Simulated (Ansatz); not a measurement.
**InF (SMILES [F][In]): MP2/def2-TZVPP (core potential)**

Aim: the electronic atomisation energy of InF at MP2/def2-TZVPP (core potential), from 3 runs. 

The calculation is run with Ansatz 0.2.0.

36 further runs of the same task are left out: 36 set aside as unsound or not needed.

## 1. The molecule

InF: 2 atoms, total charge 0, spin state singlet. As SMILES, `[F][In]`. The coordinates come from a PBE0-D4/def2-TZVP relaxation.

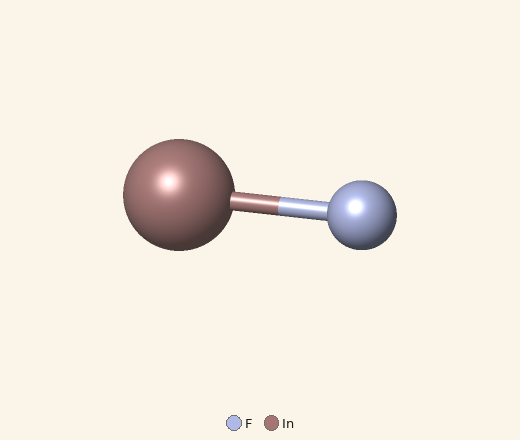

Viewed from a chosen angle; fluorine light blue, indium brown.

## 2. A single-point energy at MP2/def2-TZVPP (core potential)

File in.yaml:

```yaml
crystal:
  periodic: [false, false, false]
  atoms:
    - {symbol: F, position_ang: [0.000000, 0.000000, 0.015910]}
    - {symbol: In, position_ang: [-0.000000, -0.000000, 2.009580]}
basis:
  gaussian:
    orbitals: def2-TZVPP
correlation:
  method: mp2
  frozen_orbitals: {F: 1, In: 4}
accuracy: high
```

Run with:

```bash
ansatz run in.yaml --threads 1 --pin off --max-ram 3480MiB --events-out events.jsonl --progress --plain --runs-dir runs
```

Output:

```text
Warning: RAYON_NUM_THREADS=1 ignored (pool sized by the plan → 1); use --threads N
Functional definition: HF
  name "HF"
  exchange = exact_x
  correlation = 0
1346 factors; integrals over basis functions are off by at most 3.4e-9 eV
mean field evaluation 1: about -7854.9598 eV, gradient 3.7e1 eV
mean field evaluation 2: about -7854.9627 eV, gradient 3.7e1 eV
mean field evaluation 4: about -7857.4290 eV, gradient 2.0e0 eV
mean field evaluation 8: about -7857.4493 eV, gradient 2.2e-1 eV
mean field -7857.44958627 eV, -288.7559463247 hartree, gradient 3.3e-8 eV, S^2 0.000000; 0 other end points of the search recorded, 0 dependent functions left out
5 core orbitals not correlated: weight in the atoms' cores, before any rotation towards them, 1.000 or more for the frozen orbitals, at most 0.000 for the correlated occupied ones
reference -7857.44958627 eV, -288.7559463247 hartree; 10, 10 occupied and 66, 66 virtual orbitals, 1346 factors
second order -14.22992721 eV of doubles, -0.00000000 eV of singles
Total energy: -7871.67951348 eV, -289.2788865045 hartree
```

It took 2.2 s on 1 thread of Arm Neoverse V1, shared host; peak memory 0.16 GiB.

## 3. The F atom at the same level

File molecule.yaml:

```yaml
crystal:
  periodic: [false, false, false]
  atoms:
    - {symbol: F, position_ang: [0.000000, 0.000000, 0.000000]}
basis:
  gaussian: {orbitals: def2-TZVPP}
total_charge: 0
magnetization: {spin_polarized: true, initial_magnetization: 1}
correlation: {method: mp2, frozen_orbitals: {F: 1}}
accuracy: high
```

Run with:

```bash
ansatz run molecule.yaml --threads 1 --pin off --max-ram 3480MiB --events-out events.jsonl --progress --plain --runs-dir runs
```

Output:

```text
Warning: RAYON_NUM_THREADS=1 ignored (pool sized by the plan → 1); use --threads N
[... 4 set-up lines as earlier in the session ...]
309 factors; integrals over basis functions are off by at most 2.7e-9 eV
mean field evaluation 1: about -2704.9206 eV, gradient 9.0e0 eV
mean field evaluation 2: about -2704.9208 eV, gradient 9.0e0 eV
mean field evaluation 4: about -2705.1292 eV, gradient 9.4e-1 eV
mean field evaluation 8: about -2705.1328 eV, gradient 9.6e-4 eV
mean field evaluation 16: about -2705.1328 eV, gradient 1.6e-2 eV
mean field evaluation 32: about -2705.1328 eV, gradient 3.7e-4 eV
mean field -2705.13284640 eV, -99.4117985004 hartree, gradient 2.0e-8 eV, S^2 0.753678; 3 other end points of the search recorded, 0 dependent functions left out
1 core orbitals not correlated: weight in the atoms' cores, before any rotation towards them, 1.000 or more for the frozen orbitals, at most 0.000 for the correlated occupied ones
reference -2705.13284640 eV, -99.4117985004 hartree; 4, 3 occupied and 26, 27 virtual orbitals, 309 factors
second order -5.38216567 eV of doubles, -0.00000000 eV of singles
Total energy: -2710.51501208 eV, -99.6095894408 hartree
```

It took 0.16 s on 1 thread of Arm Neoverse V1, shared host.

## 4. The In atom, same level

File in.yaml:

```yaml
crystal:
  periodic: [false, false, false]
  atoms:
    - symbol: In
      position_ang: [0.000000, 0.000000, 0.000000]
basis:
  gaussian:
    orbitals: def2-TZVPP
magnetization:
  spin_polarized: true
  initial_magnetization: 1
correlation:
  method: mp2
  frozen_orbitals: {In: 4}
accuracy: high
```

Run the same way, it converges to -189.45847 Eh (log not shown).

## 5. Results

Level: MP2/def2-TZVPP (core potential), 5 core orbitals frozen.

| quantity | value |
| --- | --- |
| molecule: total energy | -289.27889 Eh |
| molecule: correlation energy (5 core orbitals frozen) | -522.9 mEh |
| F atom: total energy | -99.60959 Eh |
| F atom: correlation energy (1 core orbital frozen) | -197.8 mEh |
| F atom: ⟨S²⟩ of the reference determinant | 0.754 |
| In atom: total energy | -189.45847 Eh |
| In atom: correlation energy (4 core orbitals frozen) | -248.4 mEh |
| In atom: ⟨S²⟩ of the reference determinant | 0.763 |
| electronic atomisation energy | 5.737 eV |

Taking the molecule apart into free atoms costs 5.74 eV (132 kcal/mol), before zero-point energy and without spin-orbit coupling.
